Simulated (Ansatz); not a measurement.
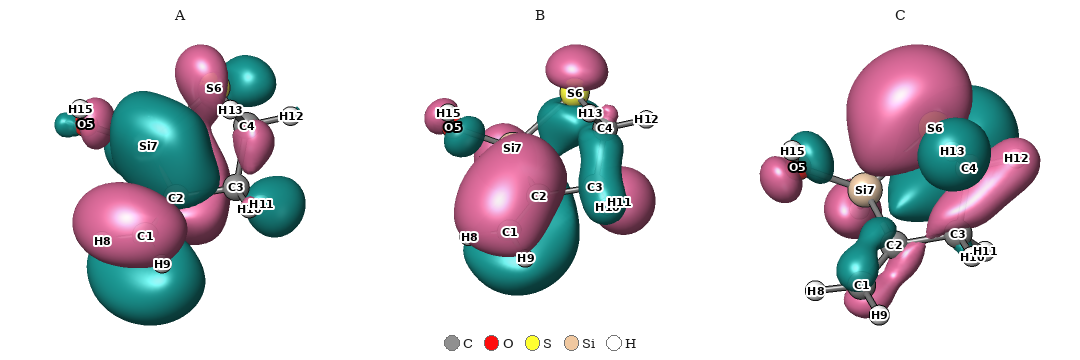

The picture shows: C4H8OSSi. Three frontier orbitals at ±0.06 Å⁻³ᐟ² (teal and pink are the two phases), in no order.

Geometry: B3LYP/def2-SVP.

These are results of isolated molecule in a Gaussian basis; Kohn-Sham density functional theory, functional PBE0 (Ansatz 0.2.0), not measurements.

Input file:

```
basis:
  gaussian: {orbitals: def2-SVPD}
crystal:
  periodic: [false, false, false]
  atoms:
    - {symbol: C, position_ang: [-1.354827, -0.404167, 2.856079]}
    - {symbol: C, position_ang: [-1.209562, -0.291469, 1.527586]}
    - {symbol: C, position_ang: [-1.142322, -1.458087, 0.565771]}
    - {symbol: C, position_ang: [-0.004499, -1.243557, -0.443514]}
    - {symbol: O, position_ang: [0.034664, 2.415772, 1.503091]}
    - {symbol: S, position_ang: [-0.044656, 0.484397, -1.142773]}
    - {symbol: Si, position_ang: [-0.913270, 1.347341, 0.640486]}
    - {symbol: H, position_ang: [-1.370641, 0.474892, 3.509475]}
    - {symbol: H, position_ang: [-1.462600, -1.377830, 3.351394]}
    - {symbol: H, position_ang: [-1.005567, -2.416706, 1.096494]}
    - {symbol: H, position_ang: [-2.094981, -1.528003, 0.008803]}
    - {symbol: H, position_ang: [-0.084038, -1.926397, -1.301410]}
    - {symbol: H, position_ang: [0.976430, -1.404521, 0.029580]}
    - {symbol: H, position_ang: [-2.113393, 2.157677, 0.323784]}
    - {symbol: H, position_ang: [0.902533, 2.097718, 1.781546]}
output: {forces: true, orbitals: {seedname: orbitals}}
hamiltonian: {xc: {name: PBE0}}
```

Run with:

```sh
ansatz run input.yaml --threads 4 --pin off --max-ram 7830MiB --events-out events.jsonl --progress --plain --runs-dir runs
```

Question: Which picture is the HOMO−1, the HOMO and the LUMO?

Answer: B is the HOMO−1 (−7.91 eV). It lies mainly on C1 (about 40 %) and C2 (about 30 %); π-bonding across C1–C2. C is the HOMO (−6.98 eV). Its weight (Hirshfeld) is mainly on S6 (about 75 %); largely a lone pair of S6. A is the LUMO (−0.84 eV). By Hirshfeld shares it lies mainly on C1 (about 30 %), C2 (about 25 %) and Si7 (about 15 %).

Question: What is the HOMO–LUMO gap?

Answer: 6.14 eV between the orbital energies.
